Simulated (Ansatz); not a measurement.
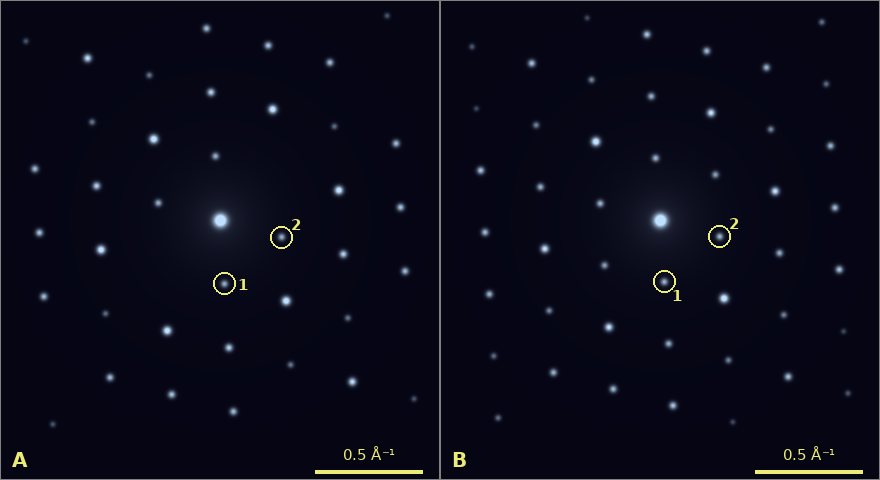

Kinematic electron diffraction patterns (300 kV, B = 0.5 Å², same scale) along [010] of the run's own cell, for the start and the end of one relaxation of FeNiC4 with Ansatz, DFT PBE, scalar-relativistic, plane waves, PAW. k mesh 12×12×12. The start is a generated model structure, and the relaxation ends in the nearest stationary point of its symmetry, not necessarily the ground state. Spot 1 is -1 0 0 and spot 2 is 0 0 1 in both.

Start structure:

```yaml
crystal:
  lattice:
    - [0.00000, 2.88573, 2.88573]
    - [2.88573, 0.00000, 2.88573]
    - [2.88573, 2.88573, 0.00000]
  atoms:
    - { symbol: Fe, position: [0.00000, 0.00000, 0.00000] }
    - { symbol: Ni, position: [0.75000, 0.75000, 0.75000] }
    - { symbol: C, position: [0.37500, 0.87500, 0.37500] }
    - { symbol: C, position: [0.37500, 0.37500, 0.87500] }
    - { symbol: C, position: [0.37500, 0.37500, 0.37500] }
    - { symbol: C, position: [0.87500, 0.37500, 0.37500] }
```

Question: Which pattern belongs to the start structure, and which to the relaxed one?

Answer: A is the start: its cell gives d(1) = 3.332 Å, d(2) = 3.332 Å and an angle of 70.5°. B is the relaxed structure, with d(1) = 3.440 Å (+3.2 %), d(2) = 3.440 Å (+3.2 %) and 70.5°.

Question: Name reflections whose intensity changes strongly on relaxation.

Answer: 1 0 1 comes into sight; 2 0 2 goes from 4.1 to 9 % of the strongest spot; 0 0 2 goes from 38 to 21 % of the strongest spot.

Question: Summarise the relaxation behind the change.

Answer: The volume changed by +10.0 % to 8.81 Å³ an atom; with the mean shift removed, the atoms moved by up to 0.31 Å relative to the cell (C most); the space group stayed F-43m (No. 216); the free energy fell by 320 meV an atom. Relaxed cell: a = 4.213 Å, b = 4.213 Å, c = 4.213 Å, α = 60.00°, β = 60.00°, γ = 60.00°.
